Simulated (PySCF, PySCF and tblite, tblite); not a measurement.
# C4H10OSi: conformers and averaged spectra, part 1 of 2

Aim: find the conformers of C4H10OSi (`O[SiH]1CCCC1`), weigh them, and average their properties.

Computed with tblite 0.8.0 (tight binding) and PySCF 2.14.0 (DFT, with response routines of our own); each step states its level. Atoms count from 0 throughout.

### Step 1. The starting structure

16 atoms, charge 0, multiplicity 1; geometry from: MMFF94s geometry.

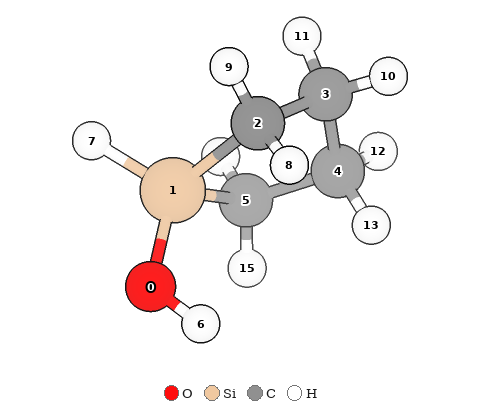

The starting geometry (oxygen red, silicon light orange, carbon grey, hydrogen white), atoms numbered.

### Step 2. GFN2-xTB relaxation, conformer 1

What the job is given:

```
{"job": {"xc": "GFN2-xTB", "basis": "xTB", "kind": "relax"}, "charge": 0, "multiplicity": 1}
O      2.389900     0.299600     1.189200
Si     1.434400     0.000800    -0.149300
C      0.156500    -1.392300     0.161900
C     -1.190500    -0.793500    -0.343300
C     -1.221500     0.688300     0.046400
C      0.090800     1.329500    -0.447400
H      1.921300     0.480800     2.022200
H      2.259500    -0.236300    -1.348900
H      0.100800    -1.602400     1.233100
H      0.401600    -2.308900    -0.370100
H     -2.038500    -1.340100     0.105200
H     -1.270900    -0.910100    -1.423000
H     -2.088700     1.195100    -0.398400
H     -1.305100     0.791800     1.125800
H      0.042100     1.546500    -1.516700
H      0.310700     2.260100     0.102000
```

Command:

```console
$ OMP_NUM_THREADS=1 python ens_run.py task.json out
```

This one command runs the whole study; its stages follow in the order run.

What it wrote:

```text
step      E/eV     max force
  0    -530.53684    0.896
  1    -530.57960    0.564
  2    -530.60153    0.393
  3    -530.61452    0.338
  4    -530.62287    0.262
  5    -530.62909    0.252
  6    -530.63744    0.237
  7    -530.64437    0.267
  8    -530.64854    0.160
  9    -530.65082    0.119
 10    -530.65263    0.097
 11    -530.65463    0.104
 12    -530.65634    0.103
 13    -530.65743    0.072
 14    -530.65809    0.057
 15    -530.65871    0.062
 16    -530.65937    0.058
 17    -530.65992    0.054
 18    -530.66027    0.037
 19    -530.66027    0.037
 20    -530.66039    0.030
 21    -530.66068    0.033
 22    -530.66075    0.029
 23    -530.66093    0.031
 24    -530.66105    0.036
 25    -530.66122    0.030
 26    -530.66135    0.027
 27    -530.66144    0.027
 28    -530.66151    0.026
 29    -530.66158    0.023
 30    -530.66167    0.028
 31    -530.66177    0.027
 32    -530.66184    0.019
 33    -530.66188    0.013
 34    -530.66190    0.011
 35    -530.66192    0.010
 36    -530.66194    0.012
 37    -530.66196    0.013
 38    -530.66198    0.011
 39    -530.66199    0.008
 40    -530.66201    0.008
 41    -530.66201    0.006
 42    -530.66202    0.006
 43    -530.66202    0.006
 44    -530.66203    0.006
 45    -530.66204    0.006
 46    -530.66205    0.006
 47    -530.66205    0.007
 48    -530.66207    0.010
 49    -530.66209    0.013
 50    -530.66211    0.013
 51    -530.66213    0.011
 52    -530.66215    0.012
 53    -530.66216    0.011
 54    -530.66218    0.009
 55    -530.66219    0.007
 56    -530.66220    0.007
 57    -530.66221    0.010
 58    -530.66223    0.011
 59    -530.66224    0.012
 60    -530.66226    0.007
 61    -530.66226    0.005
 62    -530.66226    0.006
 63    -530.66227    0.005
 64    -530.66227    0.005
 65    -530.66228    0.006
 66    -530.66228    0.005
 67    -530.66228    0.005
 68    -530.66229    0.006
 69    -530.66230    0.008
 70    -530.66231    0.006
 71    -530.66231    0.005
 72    -530.66232    0.004
 73    -530.66232    0.004
```

Run time: 0.41 s. Hardware: 1 thread of Arm Neoverse V1, shared host.

The energy fell by 0.125 eV, and the atoms moved 0.08 Å (root mean square).

GFN2-xTB relaxation, conformer 2:

What the job is given:

```
{"job": {"xc": "GFN2-xTB", "basis": "xTB", "kind": "relax"}, "charge": 0, "multiplicity": 1}
O      2.444800     0.376900    -0.967800
Si     1.328400    -0.287100     0.062400
C      0.184100     0.991600     0.897900
C     -1.175400     0.845700     0.157100
C     -1.385800    -0.657700    -0.123400
C     -0.111200    -1.193600    -0.807900
H      3.174500     0.867600    -0.567000
H      2.016200    -1.119700     1.096300
H      0.570300     2.009600     0.807900
H      0.061700     0.741800     1.958900
H     -1.161900     1.397900    -0.779400
H     -1.995800     1.238200     0.774200
H     -1.572700    -1.192100     0.819000
H     -2.253100    -0.815000    -0.775900
H     -0.030300    -2.270700    -0.708900
H     -0.101400    -0.924400    -1.854900
```

What it wrote:

```text
step      E/eV     max force
  0    -530.55831    0.880
  1    -530.59075    0.508
  2    -530.61134    0.290
  3    -530.61981    0.226
  4    -530.62445    0.167
  5    -530.62827    0.160
  6    -530.63354    0.194
  7    -530.63819    0.201
  8    -530.64089    0.118
  9    -530.64222    0.091
 10    -530.64337    0.114
 11    -530.64493    0.130
 12    -530.64664    0.140
 13    -530.64807    0.088
 14    -530.64907    0.068
 15    -530.64994    0.071
 16    -530.65089    0.091
 17    -530.65176    0.085
 18    -530.65235    0.061
 19    -530.65271    0.053
 20    -530.65303    0.059
 21    -530.65338    0.049
 22    -530.65370    0.048
 23    -530.65389    0.031
 24    -530.65389    0.031
 25    -530.65396    0.022
 26    -530.65409    0.021
 27    -530.65413    0.021
 28    -530.65419    0.016
 29    -530.65423    0.017
 30    -530.65429    0.018
 31    -530.65433    0.019
 32    -530.65437    0.012
 33    -530.65439    0.010
 34    -530.65440    0.012
 35    -530.65442    0.013
 36    -530.65444    0.012
 37    -530.65446    0.007
 38    -530.65446    0.008
 39    -530.65447    0.007
 40    -530.65448    0.011
 41    -530.65450    0.011
 42    -530.65452    0.011
 43    -530.65454    0.012
 44    -530.65455    0.012
 45    -530.65457    0.011
 46    -530.65459    0.013
 47    -530.65461    0.011
 48    -530.65462    0.011
 49    -530.65464    0.011
 50    -530.65465    0.009
 51    -530.65466    0.009
 52    -530.65467    0.008
 53    -530.65468    0.007
 54    -530.65469    0.008
 55    -530.65470    0.008
 56    -530.65471    0.006
 57    -530.65472    0.007
 58    -530.65473    0.012
 59    -530.65474    0.013
 60    -530.65476    0.009
 61    -530.65477    0.008
 62    -530.65477    0.007
 63    -530.65478    0.012
 64    -530.65480    0.013
 65    -530.65481    0.009
 66    -530.65481    0.009
 67    -530.65482    0.007
 68    -530.65483    0.008
 69    -530.65483    0.005
 70    -530.65483    0.005
 71    -530.65484    0.004
```

Run time: 0.38 s. Hardware: 1 thread of Arm Neoverse V1, shared host.

Relaxing gained 0.097 eV and moved the atoms by 0.08 Å on average (rms).

### Step 3. Shieldings, conformer 1: KT2/pcSseg-1 in dichloromethane

What the job is given:

```
{"job": {"xc": "KT2", "basis": "pcSseg-1", "solvent": "dichloromethane", "kind": "nmr", "pop": true}, "charge": 0, "multiplicity": 1}
O      2.429856     0.287073     1.108034
Si     1.410062    -0.000308    -0.132807
C      0.126225    -1.379330     0.168047
C     -1.193296    -0.797802    -0.345149
C     -1.237031     0.681827     0.031907
C      0.072164     1.327806    -0.433898
H      2.109306     0.472688     1.987362
H      2.353818    -0.215996    -1.219795
H      0.037155    -1.604367     1.233165
H      0.349278    -2.320682    -0.329661
H     -2.055367    -1.332593     0.059342
H     -1.224260    -0.884867    -1.433289
H     -2.106812     1.173142    -0.408910
H     -1.321630     0.768740     1.118398
H     -0.002314     1.561794    -1.495538
H      0.245247     2.271820     0.081382
```

What it wrote:

```text
coarse grid: 13256 points
cycle   1  E = -529.3106612417  dE =  5.603e-01  |g| = 9.593e-01  |ddm| = 3.552e+00
cycle   2  E = -528.8627636838  dE =  4.479e-01  |g| = 1.726e+00  |ddm| = 2.672e+00
cycle   3  E = -529.4955008575  dE = -6.327e-01  |g| = 1.983e-01  |ddm| = 2.115e+00
cycle   4  E = -529.5026292416  dE = -7.128e-03  |g| = 9.762e-02  |ddm| = 2.649e-01
cycle   5  E = -529.5049224898  dE = -2.293e-03  |g| = 1.338e-02  |ddm| = 9.480e-02
cycle   6  E = -529.5049625581  dE = -4.007e-05  |g| = 4.070e-03  |ddm| = 1.760e-02
cycle   7  E = -529.5049655552  dE = -2.997e-06  |g| = 1.806e-03  |ddm| = 4.594e-03
final grid: 121688 points
cycle   8  E = -529.5652921860  dE = -1.813e-04  |g| = 1.972e-02  |ddm| = 4.466e-02
cycle   9  E = -529.5651775016  dE =  1.147e-04  |g| = 2.874e-02  |ddm| = 3.786e-02
cycle  10  E = -529.5653670164  dE = -1.895e-04  |g| = 2.929e-03  |ddm| = 2.543e-02
cycle  11  E = -529.5653683689  dE = -1.353e-06  |g| = 8.807e-04  |ddm| = 2.940e-03
cycle  12  E = -529.5653685409  dE = -1.720e-07  |g| = 2.015e-04  |ddm| = 9.418e-04
cycle  13  E = -529.5653685490  dE = -8.116e-09  |g| = 4.586e-05  |ddm| = 2.498e-04
cycle  14  E = -529.5653685496  dE = -5.973e-10  |g| = 4.218e-06  |ddm| = 5.961e-05
converged SCF energy = -529.5653685496

GIAO shielding tensors (ppm)
atom      isotropic    diamagn.    paramagn.     s11        s22        s33       span
  0 O      301.186     387.020     -85.834    277.552    305.312    320.694     43.143
  1 Si     339.080     881.625    -542.545    288.186    347.622    381.432     93.245
  2 C      167.176     255.139     -87.962    152.481    163.689    185.359     32.878
  3 C      154.363     250.300     -95.937    134.297    156.899    171.892     37.595
  4 C      154.141     250.104     -95.963    137.550    156.115    168.758     31.208
  5 C      168.220     255.289     -87.068    158.943    171.194    174.524     15.581
  6 H       30.020      31.457      -1.437     21.962     25.814     42.282     20.320
  7 H       26.458      29.027      -2.569     22.753     24.943     31.677      8.923
  8 H       31.138      32.100      -0.962     26.956     28.621     37.837     10.881
  9 H       30.382      30.572      -0.191     26.007     28.187     36.951     10.943
 10 H       29.430      30.555      -1.126     24.219     27.591     36.479     12.259
 11 H       30.637      31.907      -1.270     25.958     28.748     37.206     11.248
 12 H       29.459      30.659      -1.200     24.266     27.623     36.487     12.220
 13 H       30.269      32.579      -2.309     25.955     28.455     36.398     10.443
 14 H       31.141      31.443      -0.303     26.373     28.697     38.352     11.979
 15 H       30.723      31.165      -0.442     26.604     28.214     37.353     10.749
```

Wall time 24 s (1 thread of Arm Neoverse V1, shared host).

Key values: HOMO -6.27 eV, LUMO 0.10 eV; dipole 1.95 D.

The fields below are evaluated on a grid from the run's orbitals.

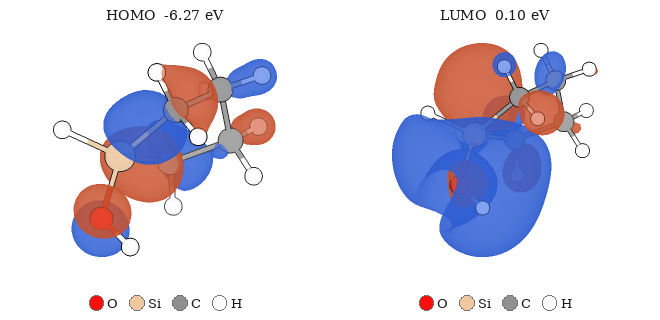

KT2/pcSseg-1 orbitals near the gap, drawn at the value that encloses 70 % of each; the two colours are the two signs.

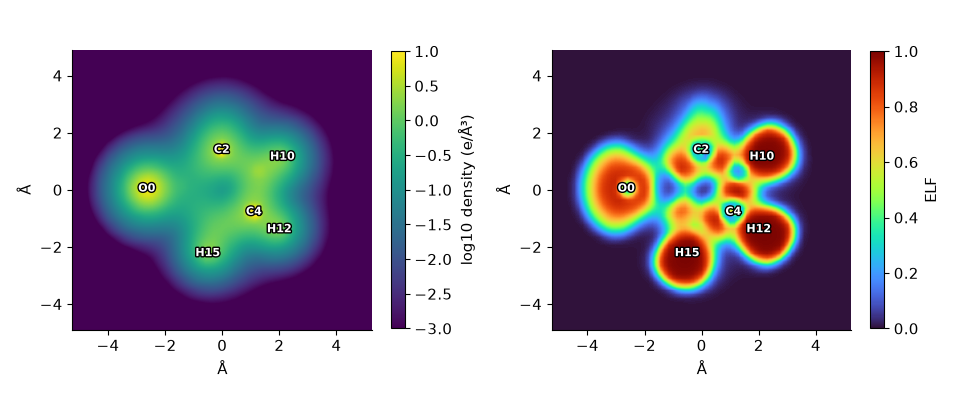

Density (left) and ELF (right) in a plane through or near 6 of the atoms.

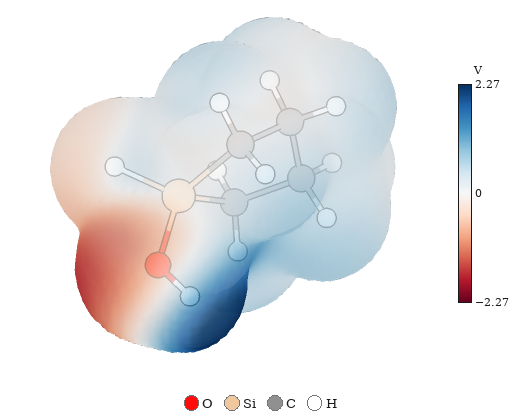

The potential that a unit positive charge feels on the 0.002 e/bohr³ surface, from the 1st to the 99th percentile, from -1.52 V near O0 to 2.27 V near H6.

### Step 4. Single-point energy, conformer 1: B3LYP/def2-SVP in dichloromethane

The job, as its differences from that of step 3:

```diff
@@ -1,2 +1,2 @@
-{"job": {"xc": "KT2", "basis": "pcSseg-1", "solvent": "dichloromethane", "kind": "nmr", "pop": true}, "charge": 0, "multiplicity": 1}
+{"job": {"xc": "B3LYP", "basis": "def2-SVP", "solvent": "dichloromethane", "kind": "sp"}, "charge": 0, "multiplicity": 1}
 O      2.429856     0.287073     1.108034
```

What it wrote:

```text
coarse grid: 13256 points
cycle   1  E = -522.7412975255  dE =  5.864e-01  |g| = 8.311e-01  |ddm| = 3.963e+00
cycle   2  E = -522.5851956122  dE =  1.561e-01  |g| = 1.217e+00  |ddm| = 2.135e+00
cycle   3  E = -522.8835186998  dE = -2.983e-01  |g| = 1.079e-01  |ddm| = 1.424e+00
cycle   4  E = -522.8856455038  dE = -2.127e-03  |g| = 4.728e-02  |ddm| = 1.445e-01
cycle   5  E = -522.8861980266  dE = -5.525e-04  |g| = 6.047e-03  |ddm| = 4.966e-02
cycle   6  E = -522.8862065973  dE = -8.571e-06  |g| = 1.238e-03  |ddm| = 8.631e-03
final grid: 121688 points
cycle   7  E = -522.9714147840  dE = -3.740e-05  |g| = 5.839e-03  |ddm| = 3.288e-02
cycle   8  E = -522.9714075296  dE =  7.254e-06  |g| = 7.907e-03  |ddm| = 1.379e-02
cycle   9  E = -522.9714239061  dE = -1.638e-05  |g| = 5.872e-04  |ddm| = 8.141e-03
cycle  10  E = -522.9714239688  dE = -6.263e-08  |g| = 1.995e-04  |ddm| = 7.414e-04
cycle  11  E = -522.9714239759  dE = -7.117e-09  |g| = 4.362e-05  |ddm| = 2.037e-04
cycle  12  E = -522.9714239764  dE = -4.873e-10  |g| = 7.643e-06  |ddm| = 6.143e-05
converged SCF energy = -522.9714239764
```

It took 8.7 s on 1 thread of Arm Neoverse V1, shared host.

Key values: HOMO -7.13 eV, LUMO 1.28 eV; dipole 1.99 D.

(Continued in part 2 of 2.)
